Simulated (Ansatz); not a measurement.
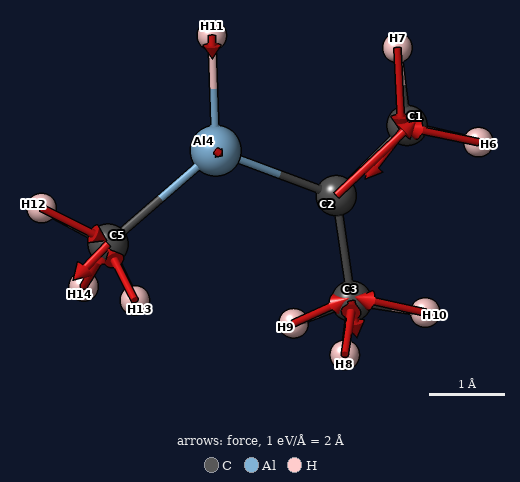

Starting geometry of C4H9Al with the computed forces as red arrows. A ball-and-stick model, seen at a tilt.

The start comes from PBE-D4/def2-SVP.

All numbers below come from Ansatz, RKS PBE0-D4/def2-TZVP. (force threshold 0.005 eV/Å; at most 150 steps)

Question: Is this structure relaxed? If not, where do the atoms go?

Answer: It isn't relaxed: the largest force vector, on C2, is 0.75 eV/Å. The final displacements follow the starting forces only in part (cosine between the two patterns 0.38). The atom that moves furthest after the best rigid fit is H8 (0.067 Å). Largest moves by element: H 0.067 Å, C 0.035 Å, Al 0.031 Å. Near-neighbour distances that change, for instance: C1–C2 1.357 → 1.338 Å, C1–H6 1.110 → 1.092 Å, C1–H7 1.105 → 1.087 Å, C3–H10 1.112 → 1.095 Å. After 10 accepted moves (11 points after the start) the energy has fallen by 0.058 eV. Largest force component: 0.67 eV/Å at the start, 0.0031 eV/Å at the end. The line search rejected the trial step at point 4 of the run. The run took 35 s on 4 threads of Arm Neoverse V2, with other jobs on the host.
